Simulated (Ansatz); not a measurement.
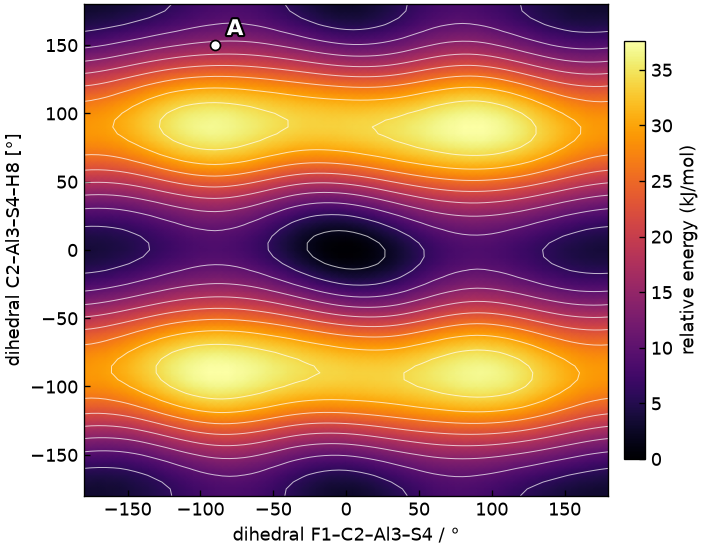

CH4AlFS, SMILES F[CH2][AlH][SH]. 
- The first coordinate is: dihedral F1–C2–Al3–S4; the second: dihedral C2–Al3–S4–H8.
- Nothing is relaxed (all other coordinates rigid).
- Grid: 12 × 12 points; 143 points were computed and 1 follow by symmetry.
- Points are written as (first, second).
- All energies are given in kJ/mol relative to the relaxed molecule at the same level.
- Method: RHF/def2-TZVP in Ansatz 0.2.0.

The picture shows a smooth colour map with a few white contour lines, the point A. Between grid points the surface is interpolated.

**Is A at rest? If not, where is it pushed?**

A, at (−90°, 150°), is not a stationary point. The computed force is 0.021 kJ/mol for each degree towards smaller values of dihedral F1–C2–Al3–S4 and 0.42 kJ/mol for each degree towards larger values of dihedral C2–Al3–S4–H8.
